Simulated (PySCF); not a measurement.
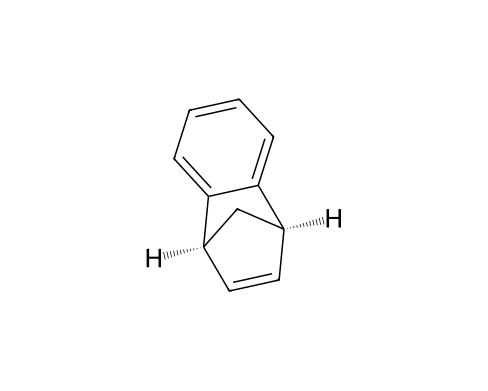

Skeletal drawing of a molecule.

> Write the SMILES.

C1=C[C@H]2C[C@@H]1c1ccccc12

> Give the formula, hydrogens included.

C11H10.

> An optimisation with PBE0-D3(BJ)/def2-SVP gave a structure of which point group?

Cs.

The parts below concern this one geometry. Atoms keep their numbers from picture to picture. The geometry was computed by an optimisation with PBE0-D3(BJ)/def2-SVP. No frequency run is at hand to confirm it as a minimum.

## Shape

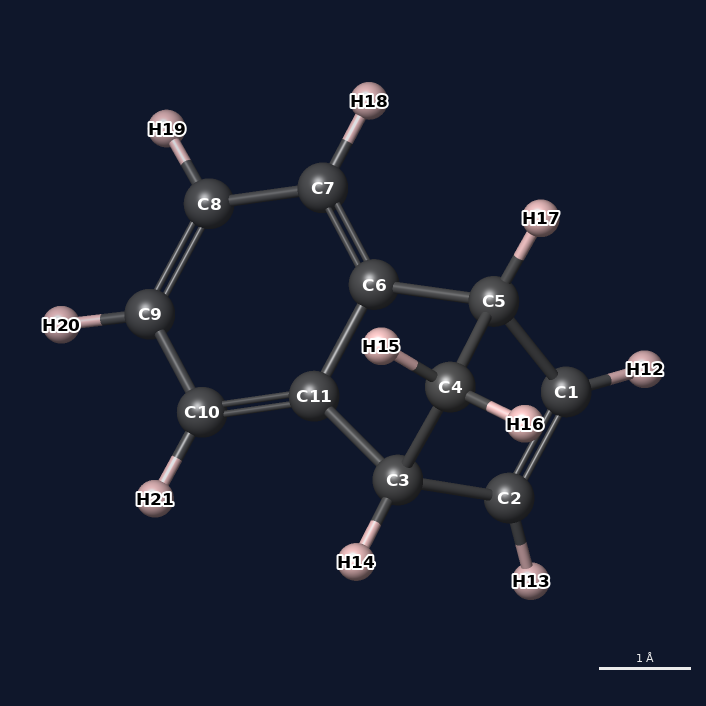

No frequency run is at hand to confirm it as a minimum.

Give the bond lengths. Leave out bonds to hydrogen.

| bond | length (Å) | order |
| --- | --- | --- |
| C1–C2 | 1.338 | double |
| C1–C5 | 1.530 | single |
| C2–C3 | 1.530 | single |
| C3–C4 | 1.548 | single |
| C3–C11 | 1.527 | single |
| C4–C5 | 1.548 | single |
| C5–C6 | 1.527 | single |
| C6–C7 | 1.383 | aromatic |
| C6–C11 | 1.407 | aromatic |
| C7–C8 | 1.405 | aromatic |
| C8–C9 | 1.392 | aromatic |
| C9–C10 | 1.405 | aromatic |
| C10–C11 | 1.383 | aromatic |

## Excitation

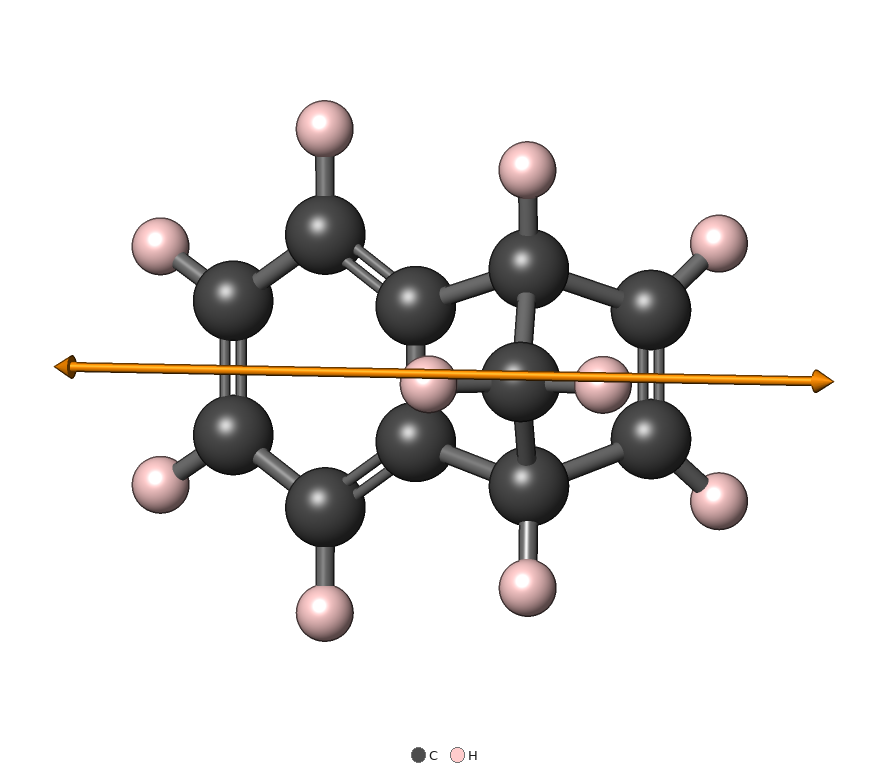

The double arrow shows the direction of the transition dipole to excited singlet state 4 (its length means nothing). No frequency run is at hand to confirm it as a minimum. Method: TDDFT B3LYP/def2-SVPD, vertical, gas phase, core orbitals frozen in the response (PySCF 2.14.0).

> Give its energy, strength and character.

5.77 eV (215 nm), oscillator strength 0.13, of mixed character, with the largest part HOMO−2 → LUMO+1 (weight 0.44); transition dipole 2.42 D.

## NMR shielding

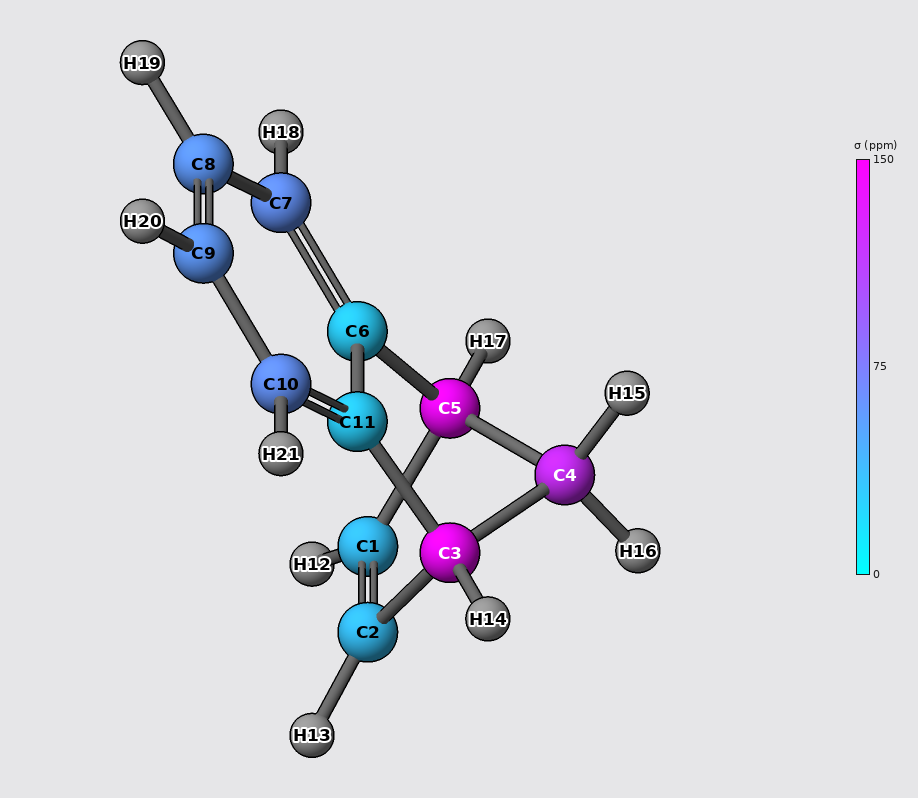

Atoms are coloured by their isotropic NMR shieldings (C only, the others grey). No frequency run is at hand to confirm it as a minimum. Level of theory: GIAO HF/pcSseg-2 NMR shielding, non-relativistic, gas phase (PySCF 2.14.0).

Give the isotropic NMR shieldings of the C atoms atom by atom.

```
atom  σ (ppm)
  C1     33.4
  C2     33.4
  C3    144.5
  C4    122.4
  C5    144.5
  C6     26.2
  C7     61.0
  C8     57.6
  C9     57.6
 C10     61.0
 C11     26.1
```

## Charges

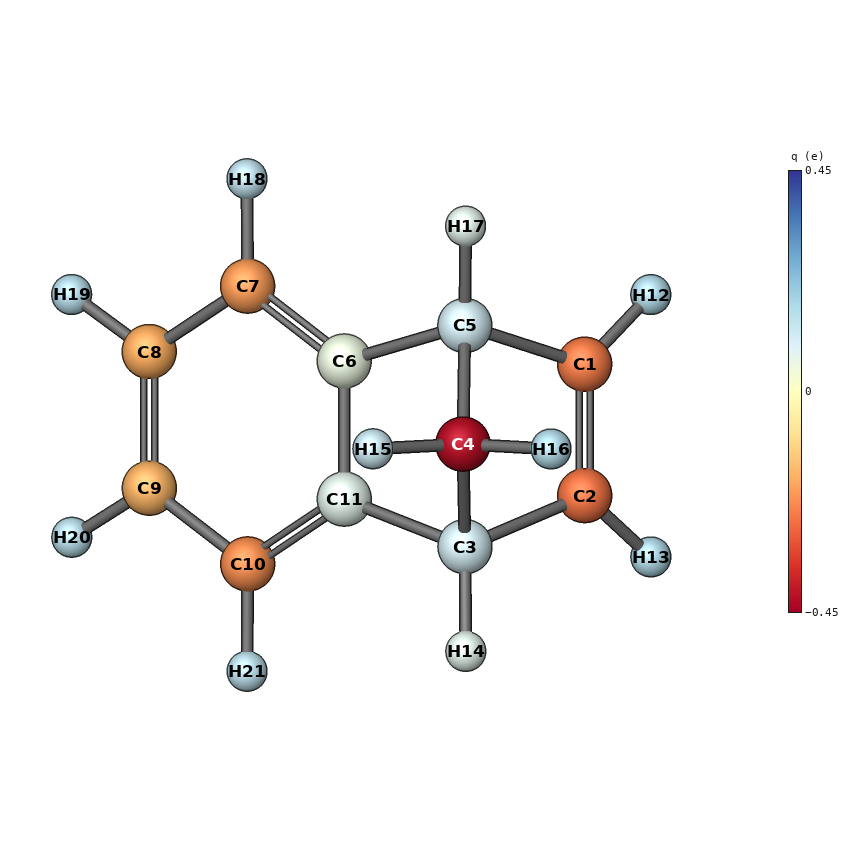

Atoms are coloured by their ESP-fitted charges. No frequency run is at hand to confirm it as a minimum. Properties computed with PBE0/pcSseg-1, gas phase (PySCF 2.14.0).

> Which atom carries the highest charge (most positive or least negative)?

H12, H13 (0.16 to 0.17 e).

> And the lowest?

C4 (−0.42 e).

Give the ESP-fitted charges atom by atom.

```
atom  value (e)
  C1      −0.24
  C2      −0.26
  C3       0.11
  C4      −0.42
  C5       0.11
  C6       0.05
  C7      −0.20
  C8      −0.18
  C9      −0.16
 C10      −0.22
 C11       0.07
 H12       0.16
 H13       0.17
 H14       0.07
 H15       0.12
 H16       0.16
 H17       0.07
 H18       0.14
 H19       0.15
 H20       0.15
 H21       0.14
```
